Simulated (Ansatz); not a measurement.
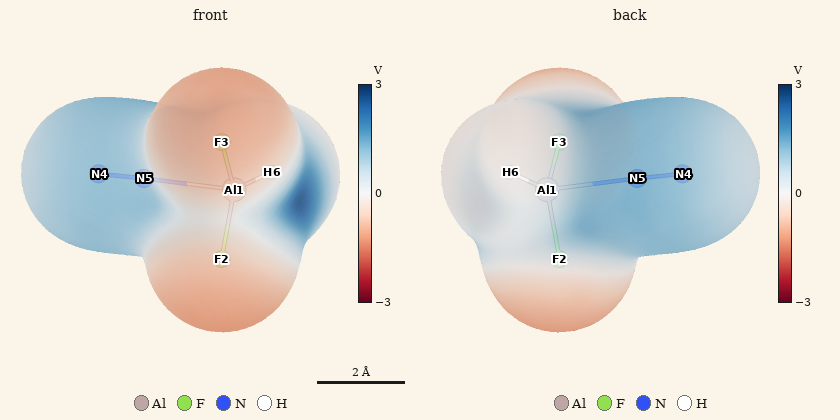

Figure 1: AlF2HN2 (SMILES N#[N+][AlH-]([F])[F]). The electrostatic potential painted on the density surface at 0.001 e/bohr³, seen from the front and from behind; red is negative and blue positive.

Geometry: r2SCAN-D4/def2-SVP.

The calculation used isolated molecule in a Gaussian basis; Kohn-Sham density functional theory, functional PBE0 (Ansatz).

Input file:

```
crystal:
  periodic: [false, false, false]
  atoms:
    - {symbol: Al, position_ang: [0.246101, 1.149480, -0.023635]}
    - {symbol: F, position_ang: [1.748525, 1.745748, -0.424273]}
    - {symbol: F, position_ang: [0.145804, 0.249314, 1.373878]}
    - {symbol: N, position_ang: [0.810741, -1.610143, -1.820379]}
    - {symbol: N, position_ang: [0.586080, -0.692495, -1.254997]}
    - {symbol: H, position_ang: [-1.046417, 1.729214, -0.693225]}
basis:
  gaussian:
    orbitals: def2-TZVPD
hamiltonian:
  xc: {name: PBE0}
output: {forces: true, orbitals: {seedname: orbitals}}
```

Launched as:

```sh
ansatz run input.yaml --threads 1 --pin off --max-ram 2610MiB --events-out events.jsonl --progress --plain --runs-dir runs
```

Q: Which sites attract a positive test charge, and which a negative one?

A: A positive charge is drawn to the negative regions and a negative charge to the positive ones. The most negative region (about −1.2 V) lies over F2 and F3, the most positive (about +2.5 V) over Al1.

Q: What dipole moment does the calculation give?

A: Its dipole moment is 2.71 D.
